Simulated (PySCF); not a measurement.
# Atomic calculation for Mo⁺

Mo⁺, configuration 1s2 2s2 2p6 3s2 3p6 3d10 4s2 4p6 4d5, multiplicity 6. Computed at this level: unrestricted HF, STO-3G, non-relativistic, point nucleus (PySCF).

### What the run reported

- outcome: converged
- total energy: −3935.8079 hartree
- kinetic energy: 3932.3154 hartree
- −E/T (1 by the virial theorem at the basis-set limit): 1.0009
- ⟨S²⟩: 8.751
- SCF iterations: 1
- hardware: 1 thread of Arm Neoverse N1, 77 GiB of memory available, shared host

### What is odd here

The input is odd on purpose: minimal basis. The program ran to the end. Its numbers are those of this setting; this run alone doesn't show how far the oddity moves them. Relativity is left out, which matters for an atom this heavy.

### The input
```python
from pyscf import gto, scf, dft, mp, cc
import basis_set_exchange as bse
mol = gto.M(atom="Mo 0 0 0", charge=1, spin=5, symmetry="D2h",
            basis=gto.basis.parse(bse.get_basis("STO-3G", elements=["Mo"], fmt="nwchem", header=False)))
mf = scf.UHF(mol)
mf.irrep_nelec = {'Ag': (8, 6), 'B1g': (2, 1), 'B2g': (2, 1), 'B3g': (2, 1), 'B1u': (3, 3), 'B2u': (3, 3), 'B3u': (3, 3)}
mf.kernel()
```

The script is an equivalent of what the driver set up; the driver started from orbitals of its own, so the log can be shorter than this script's would be, and it computed the properties (radii, ⟨L²⟩, response) afterwards. It held the occupations shell by shell, which the script's counts by irreducible representation don't always enforce.

The run was one of a batch that the task file lists, launched with:
```bash
OMP_NUM_THREADS=1 python <driver script> TASK.json OUT
```

### Log (extracts)
```
damping factor = 0
level_shift factor = 0
DIIS = <class 'pyscf.scf.diis.CDIIS'>
diis_start_cycle = 1
diis_space = 10
diis_damp = 0
SCF conv_tol = 1e-09
SCF conv_tol_grad = None
number electrons alpha = 23  beta = 18
cycle= 1 E= -3935.8079059841  delta_E= -7.41e-11  |g|= 2.55e-06  |ddm|= 1.09e-05
converged SCF energy = -3935.8079059841  <S^2> = 8.7508667  2S+1 = 6.0002889
```

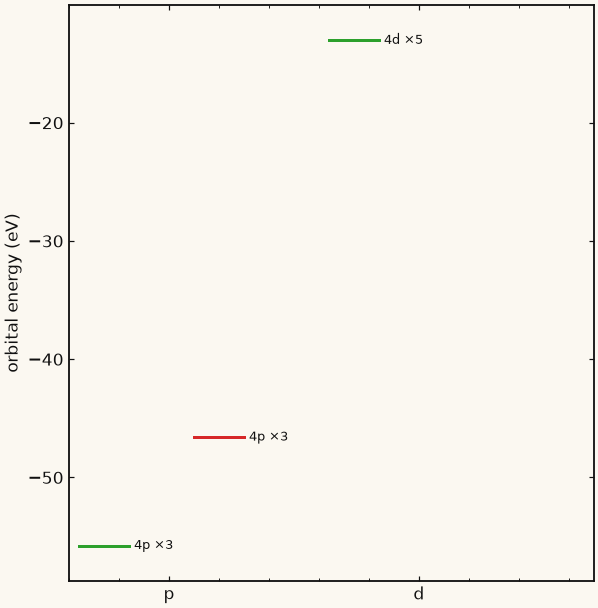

Fig. 1: Orbital energies of the mean field, from the top down to −55.8 eV, by angular momentum, α spin at the left of each column and β at the right; ×n counts the orbitals under one label. The highest filled orbital is 4d α at −13.0 eV, the lowest empty one s α at −2.37 eV.

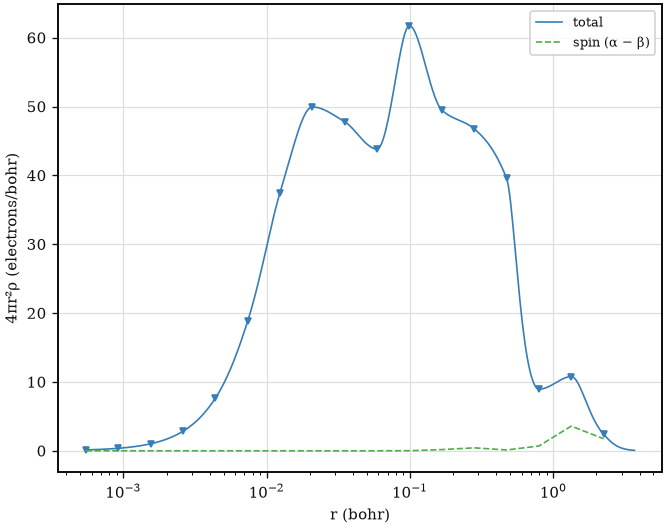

Fig. 2: Spherically averaged radial density 4πr²ρ of the mean field and its spin part; markers are the stored points, which are sparse, and the line is a monotone interpolation between them. The largest stored value is 61.7 electrons/bohr at r = 0.099 bohr. Root-mean-square radii of the shells: 3d 0.447, 3p 0.464, 3s 0.465, 4s 1.27, 4p 1.36, 4d 1.77 bohr.
